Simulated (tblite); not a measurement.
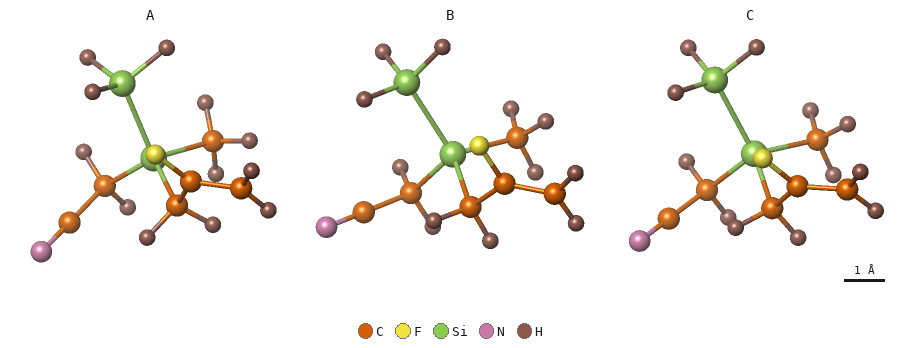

3 geometries from one relaxation of C$_{6}$H$_{12}$FNSi$_{2}$, in shuffled order. The picture is a ball-and-stick view, seen from a free direction.

Theory: tblite 0.8.0, GFN2-xTB geometry optimisation, gas phase. 

Question: Order the frames from highest to lowest energy.

Answer: A, C, B. They are steps 0, 58, 148, at +20.0 kcal/mol, +0.74 kcal/mol relative to the last. The energy falls by 20.0 kcal/mol in 148 geometry steps. The largest moves after the best rigid fit, 0.78 Å, are those of H atoms. Largest moves by element: H 0.78 Å, N 0.74 Å, F 0.67 Å, C 0.49 Å, Si 0.40 Å. Among the contacts that change: Si–Si 2.225 → 2.331 Å, C–Si 1.843 → 1.934 Å, C–Si 1.857 → 1.943 Å, C–C 1.358 → 1.320 Å. Bond angles that change, for instance: C–C–C 117.2° → 128.9°, C–Si–C 114.1° → 103.6°, F–C–C 122.7° → 112.4°. Groups turn about C–Si by about 35°, C–Si by about 25°, C–Si by about 20°. The run took 2.8 s on 1 thread of Arm Neoverse N1, on a shared host.
